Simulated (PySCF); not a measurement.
SMILES CC(C)CB(O)O at its GFN2-xTB optimised geometry (Å):

```
18

C      1.3860     0.5659     0.0000
C     -0.1414     0.5659     0.0000
C     -0.6670     2.0002     0.0000
C     -0.6807    -0.2078    -1.2108
B     -0.2834    -1.7597    -1.2696
O     -0.1178    -2.5485    -0.1712
O     -0.1268    -2.3348    -2.4795
H      1.7583     1.0737    -0.8868
H      1.7720     1.0798     0.8783
H      1.7718    -0.4509    -0.0056
H     -0.4913     0.0784     0.9200
H     -0.3503     2.5168    -0.9033
H     -0.2875     2.5485     0.8600
H     -1.7540     2.0121     0.0381
H     -0.3462     0.2865    -2.1233
H     -1.7720    -0.1345    -1.2108
H     -0.2301    -2.1191     0.6750
H      0.0861    -3.2685    -2.4437
```

Calculation: PBE/def2-SVP run with PySCF. Cells within 0.4 Å of a nucleus heavier than hydrogen are left out (blank, or x).

Map of the electrostatic potential (hartree/e), clipped to [-0.08, 0.12] on the plane z = 0.0 Å:

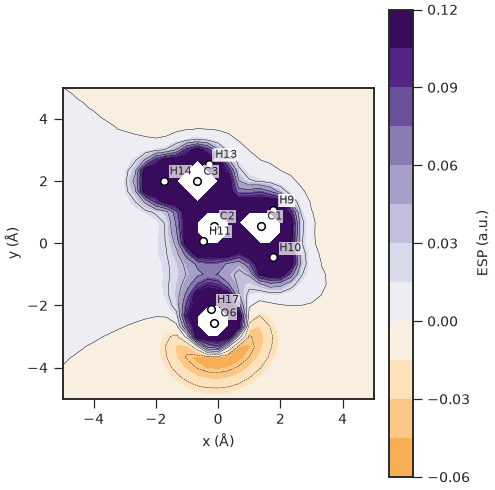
*Electrostatic potential (hartree/e), clipped to [-0.08, 0.12] on the plane z = 0.0 Å.*
